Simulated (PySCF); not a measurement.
**C2H6OSi (SMILES C=C[SiH2]O): levels of theory compared**

We compute a comparison of 6 runs (HF/STO-3G, HF/3-21G, HF/pcseg-1, BP86/6-31G*, PBE0/def2-SVP, M06-2X/cc-pVTZ) of C2H6OSi. 

Program for the calculation: PySCF 2.14.0.

### Step 1. The system as given

C2H6OSi: 10 atoms, total charge 0, spin state singlet. As SMILES, `C=C[SiH2]O`. The coordinates come from a PBE0-D4/def2-TZVP relaxation. This is one conformer, not always the lowest.

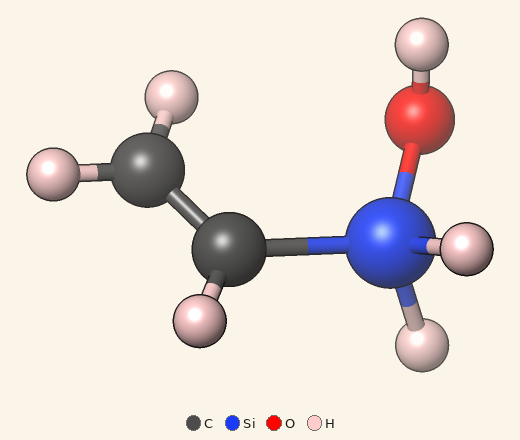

Viewed from a chosen angle; carbon dark grey, silicon blue, oxygen red, hydrogen pink.

### Step 2. Energy and forces at HF/STO-3G (run 1)

The input, calc.py:

```python
import pyscf.grad
from pyscf import gto, scf

mol = gto.Mole()
mol.atom = [
    ('C', (0.469400, 1.339200, -0.818800)),
    ('C', (0.221400, 0.866200, 0.399700)),
    ('Si', (-0.462400, -0.834200, 0.700700)),
    ('O', (-0.544600, -1.704600, -0.697700)),
    ('H', (0.269300, 0.747200, -1.707800)),
    ('H', (0.873500, 2.333700, -0.985800)),
    ('H', (0.435100, 1.506700, 1.255300)),
    ('H', (0.393300, -1.520900, 1.710800)),
    ('H', (-1.852500, -0.765700, 1.214600)),
    ('H', (0.280700, -2.019000, -1.068100)),
]
mol.basis = 'sto-3g'
mol.verbose = 4
mol.max_memory = 1860
mol.build()

mf = scf.RHF(mol)
mf.conv_tol = 1e-10
mf.kernel()
if not mf.converged:
    mf = mf.newton().run(mf.mo_coeff, mf.mo_occ)

e_tot = mf.e_tot
print('E = %.10f Eh' % e_tot)
grad = mf.Gradients().kernel()
mf.analyze()
```

Command:

```sh
$ OMP_NUM_THREADS=1 python calc.py
```

The log of the run:

```text
PySCF version 2.14.0

[... 78 lines left out ...]
Total Energy =                        -437.712515094936180
[... 8 lines left out ...]
MO #2   energy= -20.1749364201494  occ= 2
[... 6 lines left out ...]
MO #9   energy= -1.23658466748562  occ= 2
[... 6 lines left out ...]
MO #16  energy= -0.446110174879304 occ= 2
[... 6 lines left out ...]
MO #23  energy= 0.508889386085536  occ= 0
[... 6 lines left out ...]
MO #30  energy= 1.01631637297024   occ= 0
[... 43 lines left out ...]
Dipole moment(X, Y, Z, Debye):  1.18163,  0.11367,  0.46557
```

Wall time 2.8 s (1 thread of Intel Xeon at 2.70GHz, shared host); peak memory 0.12 GiB.

### Step 3. Energy and forces at HF/3-21G (run 2)

The input, run.py:

```python
# C=C[SiH2]O
import pyscf.grad
from pyscf import gto, scf

system = gto.M(
    atom='''
C        0.469400       1.339200      -0.818800
C        0.221400       0.866200       0.399700
Si      -0.462400      -0.834200       0.700700
O       -0.544600      -1.704600      -0.697700
H        0.269300       0.747200      -1.707800
H        0.873500       2.333700      -0.985800
H        0.435100       1.506700       1.255300
H        0.393300      -1.520900       1.710800
H       -1.852500      -0.765700       1.214600
H        0.280700      -2.019000      -1.068100
''',
    max_memory=1860,
    verbose=4,
    basis='3-21g',
    spin=0,
)

mf = scf.RHF(system)
mf.conv_tol = 1e-10
mf.kernel()
if not mf.converged:
    mf = mf.newton().run(mf.mo_coeff, mf.mo_occ)

e_tot = mf.e_tot
print('E(%s) = %.9f' % ('HF', e_tot))
grad = mf.Gradients().kernel()
mf.analyze()
```

Command:

```sh
$ OMP_NUM_THREADS=1 python run.py
```

The log of the run:

```text
PySCF version 2.14.0

[... 80 lines left out ...]
One-electron Energy =                 -925.830014907048962
[... 12 lines left out ...]
MO #8   energy= -4.22807058926282  occ= 2
[... 10 lines left out ...]
MO #19  energy= -0.433219149089886 occ= 2
[... 10 lines left out ...]
MO #30  energy= 0.466697448321855  occ= 0
[... 10 lines left out ...]
MO #41  energy= 1.31005807265318   occ= 0
[... 10 lines left out ...]
MO #52  energy= 3.15845107128796   occ= 0
[... 65 lines left out ...]
Dipole moment(X, Y, Z, Debye):  2.06133,  0.66614, -0.11628
```

Run time: 3.3 s. Hardware: 1 thread of Intel Xeon at 2.70GHz, shared host; peak memory 0.13 GiB.

Runs 3 to 4 aren't shown in full; the table further down has their settings and results.

### Step 4. Energy and gradient at PBE0/def2-SVP (run 5)

The input, input.py:

```python
# C=C[SiH2]O
import pyscf.grad
from pyscf import gto, dft

mol = gto.M(
    atom='''
C    0.469400   1.339200  -0.818800
C    0.221400   0.866200   0.399700
Si  -0.462400  -0.834200   0.700700
O   -0.544600  -1.704600  -0.697700
H    0.269300   0.747200  -1.707800
H    0.873500   2.333700  -0.985800
H    0.435100   1.506700   1.255300
H    0.393300  -1.520900   1.710800
H   -1.852500  -0.765700   1.214600
H    0.280700  -2.019000  -1.068100
''',
    spin=0,
    basis='def2-svp',
    max_memory=1860,
    verbose=3,
)

myscf = dft.RKS(mol, xc='pbe0')
myscf.grids.level = 5
myscf.conv_tol = 1e-10
myscf.kernel()
if not myscf.converged:
    myscf = myscf.newton().run(myscf.mo_coeff, myscf.mo_occ)

etot = myscf.e_tot
print('E(%s) = %.9f' % ('PBE0', etot))
grad = myscf.Gradients().kernel()
myscf.analyze()
```

Command:

```sh
$ OMP_NUM_THREADS=1 python input.py
```

The log of the run:

```text
converged SCF energy = -444.037274725527
[... 19 lines left out ...]
MO #10  energy= -0.782049821131291 occ= 2
[... 15 lines left out ...]
MO #26  energy= 0.131387659622547  occ= 0
[... 15 lines left out ...]
MO #42  energy= 0.629424281077247  occ= 0
[... 15 lines left out ...]
MO #58  energy= 1.26476138402864   occ= 0
[... 15 lines left out ...]
MO #74  energy= 2.07107212327539   occ= 0
[... 15 lines left out ...]
MO #90  energy= 3.70965459883985   occ= 0
[... 11 lines left out ...]
Dipole moment(X, Y, Z, Debye):  1.56637,  0.36848, -0.32547
```

Run time: 41 s. Hardware: 1 thread of Intel Xeon at 2.70GHz, shared host; peak memory 0.89 GiB.

### Step 5. Energy and gradient at M06-2X/cc-pVTZ (run 6)

The input, run.py:

```python
# C=C[SiH2]O
import pyscf.grad
from pyscf import gto, dft

molecule = gto.M(
    atom='''
C        0.469400       1.339200      -0.818800
C        0.221400       0.866200       0.399700
Si      -0.462400      -0.834200       0.700700
O       -0.544600      -1.704600      -0.697700
H        0.269300       0.747200      -1.707800
H        0.873500       2.333700      -0.985800
H        0.435100       1.506700       1.255300
H        0.393300      -1.520900       1.710800
H       -1.852500      -0.765700       1.214600
H        0.280700      -2.019000      -1.068100
''',
    verbose=4,
    basis='cc-pvtz',
    max_memory=1860,
)

ks = dft.RKS(molecule, xc='m06-2x')
ks.conv_tol = 1e-10
ks.grids.level = 5
ks.kernel()
if not ks.converged:
    ks = ks.newton().run(ks.mo_coeff, ks.mo_occ)

energy = ks.e_tot
print('Final energy', energy)
grad = ks.Gradients().kernel()
ks.analyze()
```

Command:

```sh
$ OMP_NUM_THREADS=1 python run.py
```

The log of the run:

```text
PySCF version 2.14.0

[... 126 lines left out ...]
MO #23  energy= 0.0884745903550875 occ= 0
[... 36 lines left out ...]
MO #60  energy= 0.822097851887425  occ= 0
[... 36 lines left out ...]
MO #97  energy= 1.89324241686628   occ= 0
[... 36 lines left out ...]
MO #134 energy= 3.25075885497347   occ= 0
[... 36 lines left out ...]
MO #171 energy= 4.22024926450865   occ= 0
[... 36 lines left out ...]
MO #208 energy= 13.6974765272143   occ= 0
[... 221 lines left out ...]
Dipole moment(X, Y, Z, Debye):  1.48371,  0.40041, -0.21466
```

Run time: 5.5 min. Hardware: 1 thread of Intel Xeon at 2.70GHz, shared host; peak memory 1.7 GiB.

### Step 6. All runs side by side

```tsv
run	level	integration grid	energy (Eh)	dipole moment (D)	HOMO energy (eV)	LUMO energy (eV)	wall time
1	HF/STO-3G	–	-437.712515	1.28	-8.56	8.47	2.8 s
2	HF/3-21G	–	-440.651257	2.17	-10.39	3.99	3.3 s
3	HF/pcseg-1	–	-442.980084	1.87	-10.40	3.28	8.7 s
4	BP86/6-31G* (spherical functions)	5	-444.538524	1.69	-6.60	-1.08	27 s
5	PBE0/def2-SVP	5	-444.037275	1.64	-7.90	-0.25	41 s
6	M06-2X/cc-pVTZ	5	-444.539422	1.55	-9.16	0.53	5.5 min
```

### Step 7. Outcome

| quantity | value |
| --- | --- |
| run 6: total energy | -444.53942 Eh |
| run 6: dipole moment | 1.55 D |
| run 6: HOMO energy | -9.16 eV |
| run 6: LUMO energy | 0.53 eV |
| run 6: HOMO–LUMO gap | 9.69 eV |
| run 6: largest force on an atom | 0.376 eV/Å |

**Reading.** The dipole moment (its size) runs from 1.28 D (HF/STO-3G) to 2.17 D (HF/3-21G). The HOMO–LUMO gap runs from 5.53 eV (BP86/6-31G*) to 17.03 eV (HF/STO-3G). The two ends differ in method and basis. Totals of different functionals can't be ranked against each other. In run 1 the basis is minimal, so the values are rough. All runs together took 6.9 min, the longest 5.5 min.
